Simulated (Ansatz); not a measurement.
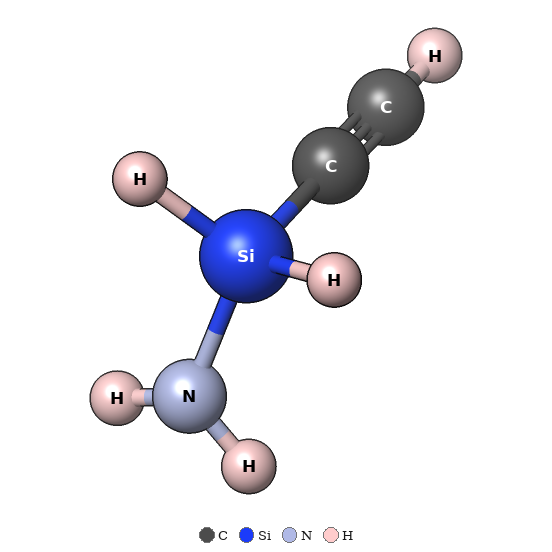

A ball-and-stick model of a molecule.

The geometry was computed by an optimisation with PBE0-D4/def2-TZVP. No frequency run is at hand to confirm it as a minimum.

**What is the molecular formula?**

C2H5NSi, 9 atoms: 2 carbon, 5 hydrogen, 1 nitrogen and 1 silicon.

**How many sets of symmetry-equivalent atoms are there?**

7: 1 C, 1 C, 1 Si, 1 N, 1 H, 2 H, 2 H.

**How many bonds of each kind are drawn?**

2 Si–H, 2 N–H, 1 C–C, 1 C–Si, 1 N–Si, 1 C–H.

**Write the SMILES.**

C#C[SiH2]N

The parts below concern this one geometry. Atoms keep their numbers from picture to picture.

**Shape**

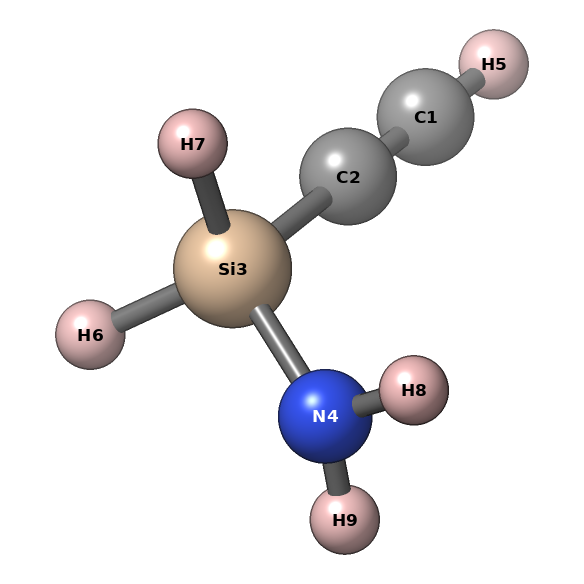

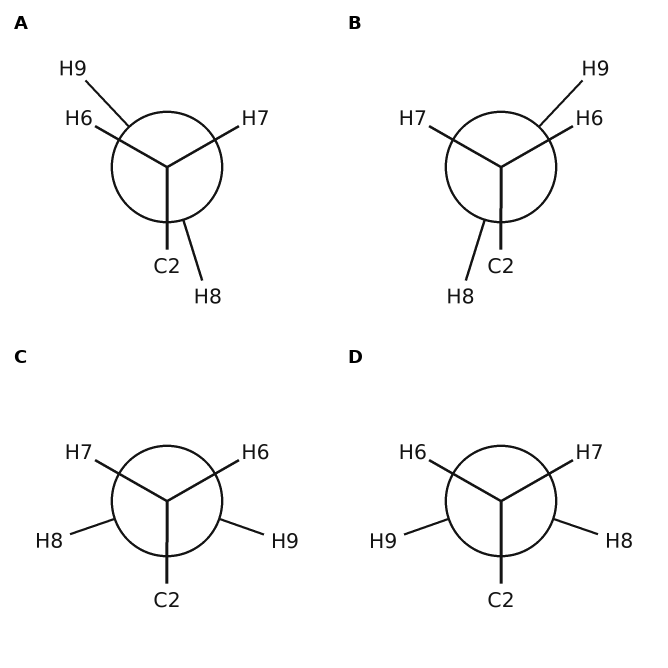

Distant atoms are faded towards the background colour. Bonds that would overlap in a projection are set slightly apart. No frequency run is at hand to confirm it as a minimum.

**Which Newman projection shows the view along Si3–N4, with Si3 in front?**

C. The torsion angle C2–Si3–N4–H8 is 71°, synclinal (gauche).

**Dipole moment**

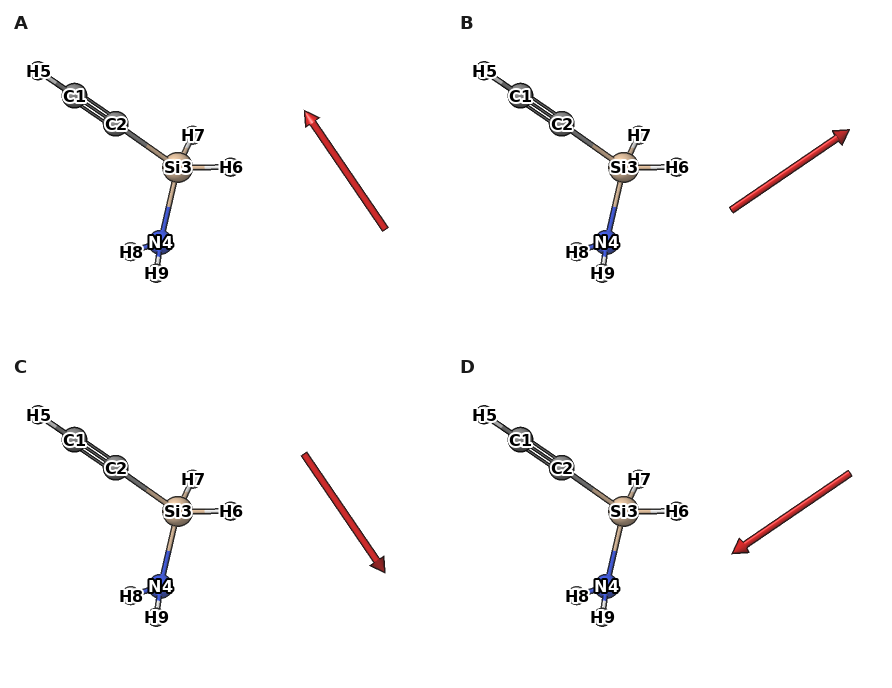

The same molecule four times, each with an arrow. No frequency run is at hand to confirm it as a minimum. Level of theory: RKS PBE0-D4/def2-TZVP (Ansatz 0.2.0).

**Which arrow points along the dipole moment, from the negative to the positive end?**

D. The dipole moment is 1.47 D; it points from the side of H6, H7 to the side of H8, H9 (the outermost atoms at the two ends).

**Electronic properties**

No frequency run is at hand to confirm it as a minimum. Method: RKS PBE0-D4/def2-TZVPP (Ansatz 0.2.0).

What does the calculation give?

- HOMO energy (Kohn–Sham orbital): −7.68 eV
- LUMO energy (Kohn–Sham orbital): −0.24 eV
- HOMO–LUMO gap: 7.44 eV
- dispersion correction: −13.0 kJ/mol

**Charges**

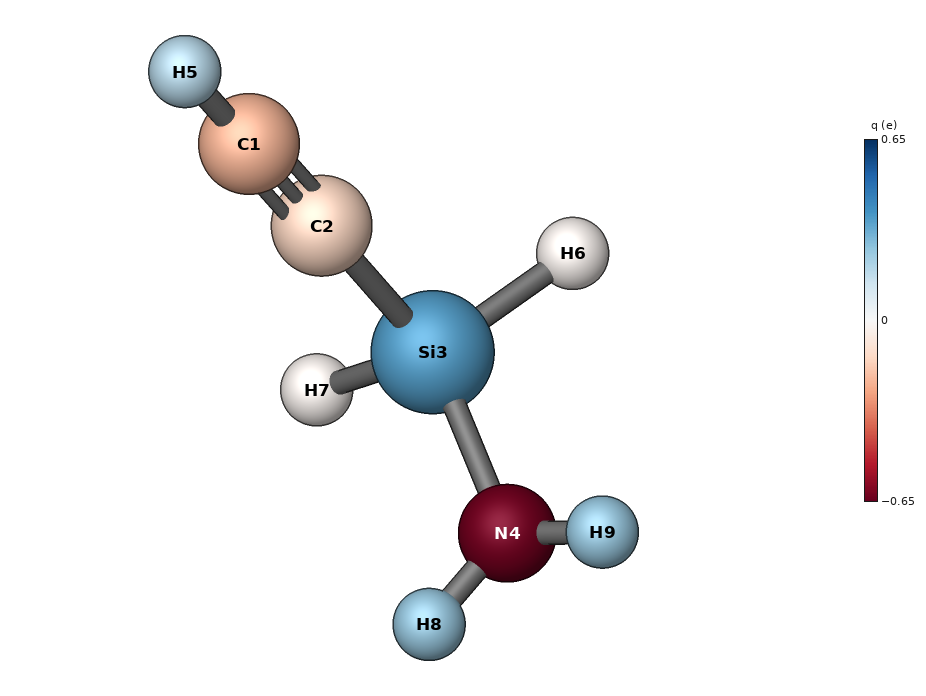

Atoms are coloured by their Mulliken charges. No frequency run is at hand to confirm it as a minimum. Properties computed with RKS PBE0-D4/def2-TZVP (Ansatz 0.2.0).

List the Mulliken charges.

```
atom  value (e)
  C1      −0.22
  C2      −0.13
 Si3       0.36
  N4      −0.63
  H5       0.18
  H6      −0.02
  H7      −0.02
  H8       0.24
  H9       0.24
```

Mulliken values depend strongly on the basis set and can even reverse the polarity of a bond.
